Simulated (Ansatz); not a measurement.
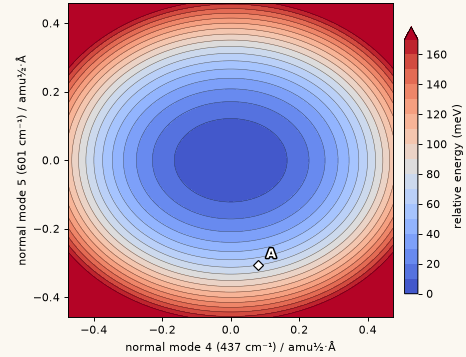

Cl₂GaH, SMILES [Cl][GaH][Cl]. Coordinates scanned: (1) normal mode 4 (437 cm⁻¹); (2) normal mode 5 (601 cm⁻¹). Nothing is relaxed (straight displacements along the two mass-weighted modes). The grid has 13 × 13 points; 49 points were computed and 120 follow by symmetry. Energies: meV, counted from the lowest grid point. Level of theory: Ansatz, RKS B3LYP-D4/def2-TZVP.

Drawn: filled contours, one colour for all values above the top of the scale, the point A. Between grid points the surface is interpolated.

**Which way does the force act at A, and how strong is it?**

A, at normal mode 4 (437 cm⁻¹) = 0.079 amu½·Å, normal mode 5 (601 cm⁻¹) = −0.306 amu½·Å, is not a stationary point. The computed force is 72 meV for each amu½·Å towards smaller values of normal mode 4 (437 cm⁻¹) and 470 meV for each amu½·Å towards larger values of normal mode 5 (601 cm⁻¹).
